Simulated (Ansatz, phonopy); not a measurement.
# How CaO (Lime, Fm-3m) expands on warming, part 2 of 2

Wanted: α(T), C_P(T) and B(T) of CaO (Lime) in the quasi-harmonic approximation.

Measurements to reproduce:
- heat capacity C_P per formula unit 42.2 J/mol/K and bulk modulus 113 GPa near room temperature (given in “High-Throughput Prediction of Finite-Temperature Properties using the Quasi-Harmonic Approximation”, 2016, arXiv:1603.06924)

Ansatz 0.2.0; DFT r2SCAN, scalar-relativistic, plane waves, PAW.

So far. Step 2 (Probe on a coarse mesh): The start is under -1.3 GPa at this level and looks like an insulator or semiconductor on this mesh. Step 4 (Tight relaxation): The residual pressure is -0.0039 GPa, small enough for phonons. The relaxed cell has a = 4.795 Å (conventional setting).

## Step 5: Phonons on strained cells

The study relaxes the crystal at several strains, solves the phonons on some of them and minimises the free energy at each temperature (static energy, vibrations, the electrons in a metal, and PV under a set pressure); the q-mesh sets how far the force constants reach.

File input.yaml:

```yaml
crystal:
  lattice:
    - [0.0, 2.3974452296, 2.3974452296]
    - [2.3974452296, 0.0, 2.3974452296]
    - [2.3974452296, 2.3974452296, 0.0]
  atoms:
    - { symbol: Ca, position: [0.0, 0.0, 0.0] }
    - { symbol: O, position: [0.5, 0.5, 0.5] }
kpoints:
  mp_grid: { grid: [8, 8, 8] }
hamiltonian:
  xc: r2scan
scf:
  occupations: { method: fixed }
  lower_state_search: "off"
output:
  eigenvalues: true
phonons:
  method: dfpt
  qmesh: [4, 4, 4]
  temperatures: { t_max: 1200.0, t_step: 50 }
  thermal_expansion: {}
```

Command:

```bash
$ ansatz run input.yaml --threads 4 --pin off --max-ram 16384MiB --backend cpu --events-out ev --progress --plain --runs-dir out
```

Numbers of over 12 decimals in the logs are rounded to 6 here.

What it wrote:

```text
[...]
Crystal: 2 atoms, lattice volume = 27.560 Å³
Basis set: ecut = 580 eV, 893 PW (Γ), exchange–correlation on 216×216×216 points (512 copies of the dense FFT grid, shifted against one another)
Bands: 12, of which v1, the nominal top of the filled ones, is band 8 counted from 1 (7 counted from 0)
Symmetry: 48 space group operations
[...]
k-points: 29 of 512
[...]
SCF iter   1: F=-2394.073865 eV  HF=-2394.022795 eV  |F-HF|=5.11e-2  |Δ(HF+E_count)|=         —  Δρ=1.10e-2  dr2=4.05e-2  dr2_τ=6.09e-2  ethr=1.77e-3  ⟨swp⟩=4.6  Hψ=2161  notcnv=0  defer=13
[...]
SCF iter   8: F=-2394.096691 eV  HF=-2394.096691 eV  |F-HF|=1.82e-12  |Δ(HF+E_count)|=  1.82e-10  Δρ=1.72e-7  dr2=2.60e-12  dr2_τ=9.40e-13  ethr=1.00e-12  ⟨swp⟩=5.2  Hψ=2147  notcnv=0
SCF 1 converged in 8 iterations: F = -2394.096691 eV  dr2 = 2.60e-12
[...]
relax step   1: F+E_penalty+E_count = -2394.09669105 eV  Δ(F+E_penalty+E_count) = +0.000e0 eV  max|allowed force component| = 1.328e-29 eV/Å  Δτ_max = 0.0000 Å  (8 SCF iters, accepted)
SCF converged after 8 iterations
Free energy (F): -2394.096691 eV
[...]
Internal energy: -2394.096691 eV  (E = F + TS)
E sigma→0 (E₀):  -2394.096691 eV
Fermi energy:    7.430285 eV
[...]
--- Stress (GPa, compression-positive) ---
       -0.016668      -0.000000      -0.000000
        0.000000      -0.016668       0.000000
       -0.000000       0.000000      -0.016668
  P = ⅓ Tr σ = -0.0167 GPa (-0.167 kbar)
--- Band table (eV; the first three rows and the last of 29) ---
  k-point 0: bands = [... 4 lower, -9.0511, 7.4303, 7.4303, 7.4303, 12.9263, 14.3010, 14.3010, 14.3010]
  k-point 1: bands = [... 4 lower, -8.7961, 6.9154, 7.2226, 7.2226, 13.6071, 14.2568, 14.5726, 14.5726]
  k-point 2: bands = [... 4 lower, -8.3047, 5.9247, 6.7738, 6.7738, 14.3308, 15.0864, 15.2867, 15.2867]
  k-point 28: bands = [... 4 lower, -8.3833, 6.1444, 6.3832, 6.3832, 14.3816, 14.3816, 16.6001, 17.7028]
── thermal expansion: 3 new cells, 3 in all ──
thermal expansion: relaxation of cell 2
thermal expansion: relaxation of cell 3
── thermal expansion: 2 new cells, 5 in all ──
thermal expansion: relaxation of cell 4
thermal expansion: phonons of cell 4
thermal expansion: relaxation of cell 5
thermal expansion: phonons of cell 5
── thermal expansion: 6 new cells, 11 in all ──
thermal expansion: relaxation of cell 6
thermal expansion: relaxation of cell 7
thermal expansion: relaxation of cell 8
thermal expansion: relaxation of cell 9
thermal expansion: relaxation of cell 10
thermal expansion: relaxation of cell 11
thermal expansion: phonons of cell 6
thermal expansion: phonons of cell 7
thermal expansion: phonons of cell 8
--- Relaxed structure (1 steps of the walk, 1 accepted, 0 SCFs on fresh bases) ---
  F+E_penalty+E_count = -2394.09669105 eV   max|allowed force component| = 1.328e-29 eV/Å
  atoms:
    - { symbol: Ca, position: [0.0, 0.0, 0.0] }
    - { symbol: O, position: [0.5, 0.5, 0.5] }
--- Thermal expansion: 11 cells in 3 rounds, 0 GPa ---
  no lower state was looked for at cell 4: scf.lower_state_search: off
  without vibrations: a 3.39034, b 3.39034, c 3.39034 Å, V 27.5560 Å³, B 116.83 GPa
  at 0 K: a 3.39974, b 3.39974, c 3.39974 Å, V 27.7857 Å³, B 113.79 GPa
  zero-point expansion: a +0.277, b +0.277, c +0.277, V +0.834 %
      T/K        a/Å        b/Å        c/Å       V/Å³ | expansion of a, b, c, V (1e-6/K)   | that of V in the mean from 25 °C | C_P, C_V (J/mol K of the cell) | B_T, B_S (GPa)
     0.00    3.39974    3.39974    3.39974    27.7857 |    0.00    0.00    0.00    0.00 |   20.12 |     0.000     0.000 |   113.79   113.79
   150.00    3.40127    3.40127    3.40127    27.8233 |    7.85    7.85    7.85   23.55 |   31.43 |    27.840    27.684 |   112.40   113.04
   298.15    3.40656    3.40656    3.40656    27.9534 |   12.27   12.27   12.27   36.80 |       - |    42.870    42.131 |   108.88   110.79
   400.00    3.41106    3.41106    3.41106    28.0643 |   13.55   13.55   13.55   40.64 |   38.95 |    46.541    45.355 |   106.19   108.97
   550.00    3.41835    3.41835    3.41835    28.2444 |   14.83   14.83   14.83   44.48 |   41.34 |    49.330    47.443 |   101.99   106.05
   700.00    3.42624    3.42624    3.42624    28.4406 |   15.93   15.93   15.93   47.79 |   43.37 |    51.053    48.383 |    97.54   102.93
   850.00    3.43473    3.43473    3.43473    28.6524 |   17.07   17.07   17.07   51.20 |   45.31 |    52.448    48.880 |    92.83    99.61
  1000.00    3.44385    3.44385    3.44385    28.8814 |   18.34   18.34   18.34   55.03 |   47.30 |    53.798    49.172 |    87.83    96.10
  1150.00    3.45372    3.45372    3.45372    29.1303 |   19.85   19.85   19.85   59.54 |   49.42 |    55.259    49.358 |    82.51    92.38
  1200.00    3.45719    3.45719    3.45719    29.2184 |   20.42   20.42   20.42   61.25 |   50.18 |    55.794    49.405 |    80.66    91.09
  the static fit leaves 0.004 meV an atom of the energies and, of the stresses, 0.000 GPa of each cell's largest along a strain (root mean squares over the cells), whose Pulay part it has at -0.064 GPa
  vibrations' free energy: its fit leaves 0.0011 meV an atom at the most
  the electrons' free energy at temperature is not in it: every band gap is over 1.24 eV
  free energies summed between the sampled wave vectors
  estimated error of the fitted expansion in any direction: up to 0.087e-6/K, at 1200 K (an estimate, not a bound: it was exceeded on models of known expansion)
  by sums over the sampled wave vectors an expansion of the volume parts by up to 0.21e-6/K
  by a static energy of one degree less an expansion of the volume parts by up to 0.12e-6/K
  the FFT grids of the static calculations differ: 27 × 27 × 27, 30 × 30 × 30
  band gaps on the cells' k-points are 4.190 to 4.204 eV
```

Elapsed: 40 min, on 4 threads of Arm Neoverse V1, shared host; peak memory 3.6 GiB.

This step gave:

```
pressure                                         : -0.01667 GPa
volume expansion coefficient at 298 K            : 36.80 1e-6/K
C_P at 298 K                                     : 21.43 J/mol-atom/K
entropy at 298 K                                 : 20.28 J/mol-atom/K
isothermal bulk modulus at 298 K                 : 108.9 GPa
Grüneisen parameter at 298 K                     : 1.601
volume at 298 K                                  : 13.98 Å³/atom
principal linear expansion coefficients at 298 K : 12.27, 12.27, 12.27 1e-6/K
```

Strained cells of the study; zero-point energy where phonons were solved; the pressures are stresses at a fixed cutoff and can carry an offset from the finite basis. Expansion cells, by row:

```tsv
cell	|a| (Å)	|b| (Å)	|c| (Å)	V (Å³/atom)	E - E_lowest (meV/atom)	pressure, compression positive (GPa)	gap (eV)	zero-point energy (meV/atom)
1	3.39	3.39	3.39	13.78	0	-0.08	4.199	-
2	3.418	3.418	3.418	14.11	2.849	-2.728	4.203	-
3	3.364	3.364	3.364	13.45	2.881	2.858	4.192	-
4	3.391	3.391	3.391	13.78	0	-0.087	4.199	54.8
5	3.408	3.408	3.408	13.99	1.136	-1.777	4.202	53.56
6	3.432	3.432	3.432	14.29	6.452	-3.987	4.204	51.82
7	3.452	3.452	3.452	14.55	14.26	-5.712	4.204	50.33
8	3.473	3.473	3.473	14.81	24.97	-7.299	4.203	48.84
9	3.357	3.357	3.357	13.37	4.535	3.638	4.19	-
10	3.374	3.374	3.374	13.58	1.11	1.716	4.195	-
11	3.501	3.501	3.501	15.17	43.34	-9.199	4.199	-
```

Quasi-harmonic; a, b, c are the run's own cell vectors. Expansion, by row:

```tsv
T (K)	a (Å)	b (Å)	c (Å)	alpha (deg)	beta (deg)	gamma (deg)	cell volume (Å³/cell)	alpha_a (1e-6/K)	alpha_b (1e-6/K)	alpha_c (1e-6/K)	alpha_V (1e-6/K)	C_P (J/mol-atom/K)	C_V (J/mol-atom/K)	S (J/mol-atom/K)	B_T (GPa)	B_S (GPa)	Grueneisen	extrapolation	fit error (1e-6/K)
0	3.4	3.4	3.4	60	60	60	27.79	0	0	0	0	0	0	0	113.8	113.8	-	0	0
50	3.4	3.4	3.4	60	60	60	27.79	0.79	0.79	0.79	2.36	1.529	1.529	0.442	113.8	113.8	1.47	0	0
100	3.4	3.4	3.4	60	60	60	27.8	4.51	4.51	4.51	13.54	8.105	8.088	3.403	113.3	113.5	1.588	0	0
150	3.401	3.401	3.401	60	60	60	27.82	7.85	7.85	7.85	23.55	13.92	13.84	7.865	112.4	113	1.602	0	0.01
200	3.403	3.403	3.403	60	60	60	27.86	9.98	9.98	9.98	29.95	17.64	17.47	12.42	111.3	112.4	1.601	0	0.01
250	3.405	3.405	3.405	60	60	60	27.91	11.35	11.35	11.35	34.06	19.97	19.7	16.63	110.1	111.6	1.6	0	0.01
298.1	3.407	3.407	3.407	60	60	60	27.95	12.27	12.27	12.27	36.8	21.43	21.07	20.28	108.9	110.8	1.601	0	0.01
300	3.407	3.407	3.407	60	60	60	27.96	12.3	12.3	12.3	36.89	21.48	21.11	20.41	108.8	110.8	1.601	0	0.01
350	3.409	3.409	3.409	60	60	60	28.01	12.99	12.99	12.99	38.98	22.52	22.04	23.8	107.5	109.9	1.604	0	0.01
400	3.411	3.411	3.411	60	60	60	28.06	13.55	13.55	13.55	40.64	23.27	22.68	26.86	106.2	109	1.608	0	0.01
450	3.413	3.413	3.413	60	60	60	28.12	14.02	14.02	14.02	42.06	23.84	23.13	29.64	104.8	108	1.614	0	0.01
500	3.416	3.416	3.416	60	60	60	28.18	14.44	14.44	14.44	43.31	24.29	23.47	32.17	103.4	107	1.62	0	0.01
550	3.418	3.418	3.418	60	60	60	28.24	14.83	14.83	14.83	44.48	24.66	23.72	34.51	102	106	1.627	0	0.02
600	3.421	3.421	3.421	60	60	60	28.31	15.2	15.2	15.2	45.6	24.98	23.92	36.67	100.5	105	1.634	0	0.02
650	3.424	3.424	3.424	60	60	60	28.37	15.56	15.56	15.56	46.69	25.27	24.07	38.68	99.06	104	1.642	0	0.02
700	3.426	3.426	3.426	60	60	60	28.44	15.93	15.93	15.93	47.79	25.53	24.19	40.56	97.54	102.9	1.65	0	0.03
750	3.429	3.429	3.429	60	60	60	28.51	16.3	16.3	16.3	48.89	25.77	24.29	42.33	96	101.8	1.659	0	0.03
800	3.432	3.432	3.432	60	60	60	28.58	16.68	16.68	16.68	50.03	26	24.37	44	94.43	100.7	1.668	0	0.04
850	3.435	3.435	3.435	60	60	60	28.65	17.07	17.07	17.07	51.2	26.22	24.44	45.58	92.83	99.61	1.678	0	0.04
900	3.438	3.438	3.438	60	60	60	28.73	17.47	17.47	17.47	52.41	26.45	24.5	47.09	91.2	98.46	1.688	0	0.05
950	3.441	3.441	3.441	60	60	60	28.8	17.9	17.9	17.9	53.69	26.67	24.55	48.52	89.53	97.29	1.698	0	0.04
1000	3.444	3.444	3.444	60	60	60	28.88	18.34	18.34	18.34	55.03	26.9	24.59	49.9	87.83	96.1	1.71	0	0.04
1050	3.447	3.447	3.447	60	60	60	28.96	18.81	18.81	18.81	56.44	27.13	24.62	51.22	86.1	94.88	1.721	0	0.03
1100	3.45	3.45	3.45	60	60	60	29.04	19.31	19.31	19.31	57.94	27.38	24.65	52.48	84.33	93.64	1.733	0	0.02
1150	3.454	3.454	3.454	60	60	60	29.13	19.85	19.85	19.85	59.54	27.63	24.68	53.71	82.51	92.38	1.746	0	0.04
1200	3.457	3.457	3.457	60	60	60	29.22	20.42	20.42	20.42	61.25	27.9	24.7	54.89	80.66	91.09	1.759	0	0.09
```

The expansion coefficient by temperature; values in 1e-6/K:

```tsv
temperature (K)	volume	principal 1
0	0	0
50	2.36	0.79
150	23.6	7.85
200	29.9	9.98
298	36.8	12.3
300	36.9	12.3
400	40.6	13.6
450	42.1	14.0
550	44.5	14.8
600	45.6	15.2
700	47.8	15.9
750	48.9	16.3
850	51.2	17.1
900	52.4	17.5
1000	55.0	18.3
1050	56.4	18.8
1150	59.5	19.9
1200	61.2	20.4
```

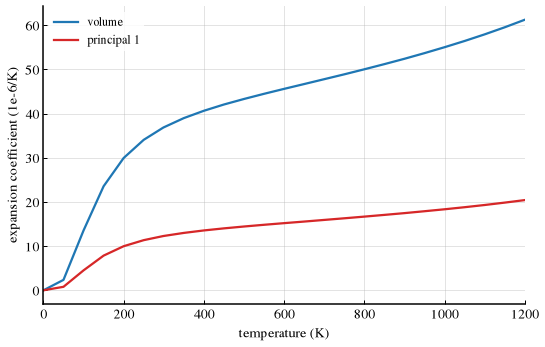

Expansion coefficient against temperature.

At 298 K the volume expansion is 36.8 × 10⁻⁶/K and B_T is 109 GPa. The program raised the cutoff to 580 eV by itself: with no cutoff typed, the study takes about 1.16 times the default for its relaxations and scales it with the volume for the phonons.

## Step 6: Free-energy fit

This step: DFT r2SCAN, scalar-relativistic, plane waves, PAW (phonopy 4.10.0).

This step gave:

| Property | Result |
| --- | --- |
| volume expansion coefficient at 300 K | 36.74 1e-6/K |
| isothermal bulk modulus at 300 K | 108.9 GPa |
| C_P at 300 K | 21.51 J/mol-atom/K |
| Grüneisen parameter at 300 K | 1.596 |

Table of energy (each curve on its own zero) by volume; values in meV/atom:

```tsv
volume (Å³/atom)	static	F at 0 K	F at 300 K	F at 1200 K
13.781	0	2.93	5.17	18.2
13.989	1.14	2.83	4.2	12
14.288	6.45	6.4	6.45	6.53
14.549	14.3	12.7	11.6	4.72
14.814	25.0	21.9	19.4	5.37
```

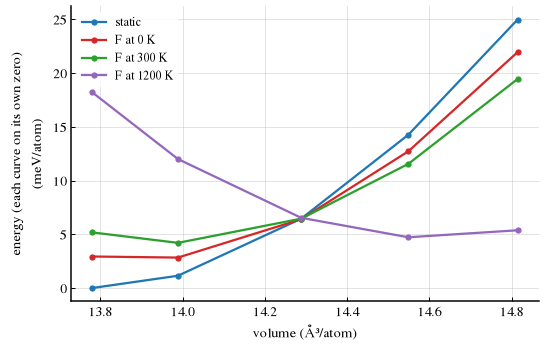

Energy (each curve on its own zero) against volume.

Phonopy-qha, vinet fit of F(V) at each temperature. Qha vinet, by row:

```tsv
T (K)	fitted volume (Å³/atom)	alpha_V (1e-6/K)	B_T (GPa)	C_P (J/mol-atom/K)	Grueneisen
100	13.9	13.25	113.3	7.756	1.554
150	13.91	22.93	112.4	13.73	1.561
200	13.93	29.57	111.3	17.59	1.581
250	13.95	33.84	110.2	19.97	1.59
300	13.98	36.74	108.9	21.51	1.596
350	14	38.88	107.6	22.55	1.601
400	14.03	40.57	106.3	23.3	1.607
450	14.06	42	104.9	23.87	1.613
500	14.09	43.26	103.5	24.32	1.619
550	14.12	44.44	102.1	24.69	1.626
600	14.15	45.56	100.6	25.01	1.634
650	14.19	46.65	99.13	25.29	1.642
700	14.22	47.75	97.62	25.54	1.65
750	14.25	48.86	96.08	25.78	1.659
800	14.29	50	94.51	26.01	1.668
850	14.33	51.17	92.9	26.24	1.678
900	14.36	52.39	91.27	26.46	1.688
950	14.4	53.66	89.61	26.68	1.699
1000	14.44	55	87.91	26.91	1.71
1050	14.48	56.41	86.18	27.14	1.722
1100	14.52	57.9	84.42	27.38	1.734
1150	14.56	59.49	82.62	27.63	1.747
```

Volume expansion coefficient against temperature; values in 1e-6/K:

```tsv
temperature (K)	phonopy-qha, Vinet	Ansatz's own study
100	13.2	13.5
150	22.9	23.6
200	29.6	29.9
250	33.8	34.1
300	36.7	36.9
350	38.9	39.0
400	40.6	40.6
450	42	42.1
500	43.3	43.3
550	44.4	44.5
600	45.6	45.6
650	46.6	46.7
700	47.8	47.8
750	48.9	48.9
800	50	50.0
850	51.2	51.2
900	52.4	52.4
950	53.7	53.7
1000	55	55.0
1050	56.4	56.4
1100	57.9	57.9
1150	59.5	59.5
```

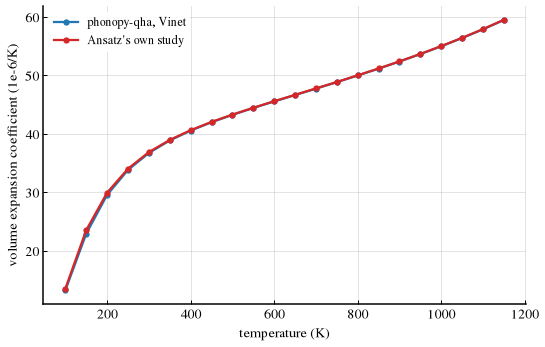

Volume expansion coefficient, plotted against temperature.

The fit gives a volume expansion of 36.7 × 10⁻⁶/K at 300 K, against 36.8 at 298 K from the study itself, whose static fit uses more cells.

## Step 7: Outcome

```yaml
settings_of_these_figures: r2SCAN, 580 eV, k 8×8×8, q 4×4×4
volume_expansion_coefficient_at_298_k: 36.80 1e-6/K
c_p_at_298_k: 21.43 J/mol-atom/K
entropy_at_298_k: 20.28 J/mol-atom/K
isothermal_bulk_modulus_at_298_k: 108.9 GPa
grueneisen_parameter_at_298_k: 1.601
volume_at_298_k: 13.98 Å³/atom
principal_linear_expansion_coefficients_at_298_k: 12.27, 12.27, 12.27 1e-6/K
```

**Reading.** Near room temperature CaO (Lime) expands by 36.8 × 10⁻⁶/K in volume by r2SCAN, with C_P = 21.4 J/(mol K) per mole of atoms and B_T = 109 GPa. C_P at room temperature is 86 % of the classical 3R an atom, so the stiffest modes are still partly frozen out. A measured bulk modulus near room temperature is 113 GPa (arXiv:1603.06924); the calculated 109 GPa differs by -4 %. The table does not say whether its value is isothermal or adiabatic. A measured heat capacity per formula unit near room temperature is 42.2 J/mol/K (arXiv:1603.06924); the calculated 42.9 J/mol/K differs by +2 %. The PAW files were made for PBE and are used here under another functional, for which the program regenerates the frozen cores.

[Logs are printed without paths, hosts, clocks, repeated set-up lines and the standing remarks that a program may print on its own settings, such as how far it seeks lower states.]

[Hosts, paths, dates, database ids (printed as entryN), source tags and the programs' standing remarks are cut or masked in the printed files.]

[A step with changed settings may run another functional than the one named; its input shows which.]
